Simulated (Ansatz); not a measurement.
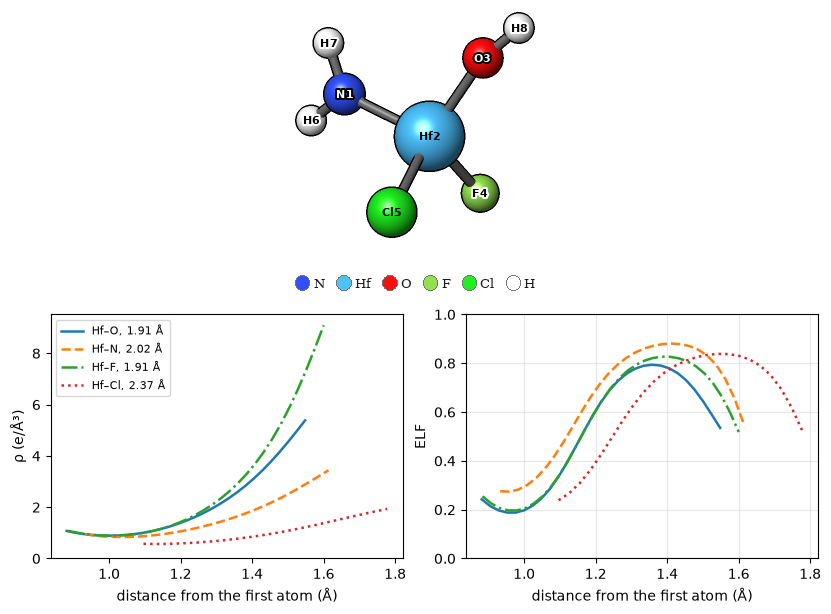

The picture shows: ClFH3HfNO (SMILES [NH2][Hf]([OH])([F])[Cl]). Electron density and electron localisation function along straight lines between neighbouring atoms. The curves leave out the atomic cores. The structure is drawn too.

Geometry: PBE0-D4/def2-TZVP; core potentials replace the inner electrons of Hf.

These are results of Ansatz 0.2.0, RKS PBE0-D4/def2-TZVPP, not measurements.

```xyz
8

N     1.3891    0.5871    0.1068
Hf   -0.4061   -0.1579   -0.4320
O    -1.2037   -0.8181    1.1677
F    -0.1183   -1.5018   -1.7593
Cl   -1.7304    1.5431   -1.4174
H     2.1339    0.8420   -0.5273
H     1.6911    0.7626    1.0544
H    -1.7556   -1.2570    1.8071
```

What can be read from the curves?

Hf–O (1.91 Å): ρ at the midpoint is about 0.92 e/Å³; the ELF peaks at about 0.80 in the valence shell of O, 0.5 Å from its nucleus, and drops to about 0.20 between the two atoms.
Hf–N (2.02 Å): ρ is about 0.84 e/Å³ halfway; the ELF peaks at about 0.90 in the valence shell of N, 0.6 Å from its nucleus, and is about 0.30 at the midpoint.
Hf–F (1.91 Å): ρ at the midpoint is about 0.92 e/Å³; the ELF peaks at about 0.85 in the valence shell of F, 0.5 Å from its nucleus, and drops to about 0.20 between the two atoms.
Hf–Cl (2.37 Å): ρ is about 0.58 e/Å³ halfway; the ELF peaks at about 0.85 in the valence shell of Cl, 0.8 Å from its nucleus, and is about 0.35 at the midpoint.
